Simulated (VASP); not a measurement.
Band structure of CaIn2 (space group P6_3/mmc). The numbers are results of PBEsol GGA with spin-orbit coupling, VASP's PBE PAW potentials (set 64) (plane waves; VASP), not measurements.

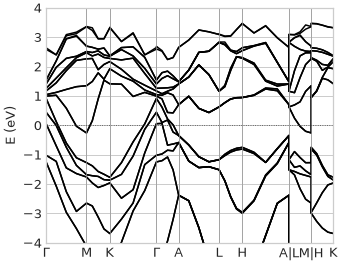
Figure. Bands along high-symmetry lines, zero at the valence-band maximum or, without a gap, the Fermi level

Question: Read the plot: is there a gap, and where are the band edges?

Answer: It has no gap at this level: it comes out as a metal or semimetal.

The structure comes from a computed database's CaIn2 entry (P6_3/mmc); how it stands against other phases isn't given here. It was relaxed first.
